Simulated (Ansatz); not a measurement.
```xyz
5

B     0.1372    0.2307    1.0459
B     0.6289    0.4862   -0.4541
Cl   -0.3380   -0.0968    2.5767
Si    1.5807   -0.6127   -1.7479
H     0.4127    1.5582   -0.9909
```

Geometry: PBE0-D3(BJ)/def2-SVP.

Computed with Ansatz 0.2.0, isolated molecule in a Gaussian basis; Kohn-Sham density functional theory, functional PBE0.

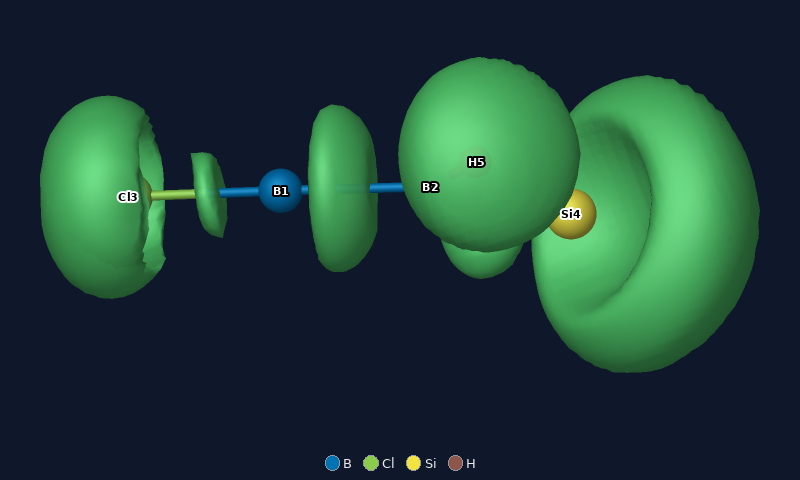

B2ClHSi (charge +1, doublet). Isosurface of the ELF at 0.85 (green), seen from one side. Only the valence region is drawn (cores and ρ < 0.01 e/Å³ removed).

### Describe the localisation domains.

At this value the surface marks out one region between bonded B–B atoms (shared pairs), one region between bonded B–Cl atoms (shared pairs), one region between bonded B–Si atoms (shared pairs), one region around a hydrogen nucleus, one ring or bowl of non-bonding electrons around Cl and one lobe on Si, pointing away from the bonds (non-bonding electrons).

Values along the shortest contacts:
B–B (1.60 Å): the ELF peaks at about 1 between the atoms, as expected for localised, covalent bonding. B–Cl (1.64 Å): the ELF peaks at about 0.90 between the atoms; a polar covalent bond.
